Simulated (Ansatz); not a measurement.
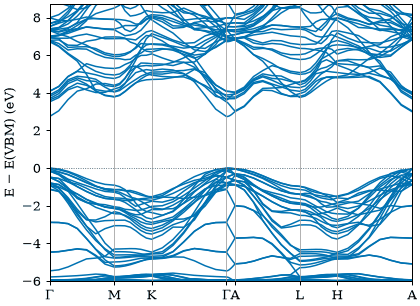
Band structure from plane-wave PAW r²SCAN (Ansatz code)

Read off the gap and where the band edges lie.

About 2.7 eV (2.74 eV by a search for the band edges); maximum at Γ, minimum at Γ.

The material is ZnS in space group P3m1 (No. 156; Pearson symbol hP16).

The first step of the workflow began from a Materials Project structure, measured or hypothetical; the Crystallography Open Database files this formula in space group No. 156, but the cells were not matched. It is not the phase usual at ambient conditions (space group No. 186, 216). The r²SCAN relaxation kept the symmetry of its start; whether a distortion lowers the energy is not shown.

Potentials: the later of the program's two PAW sets.
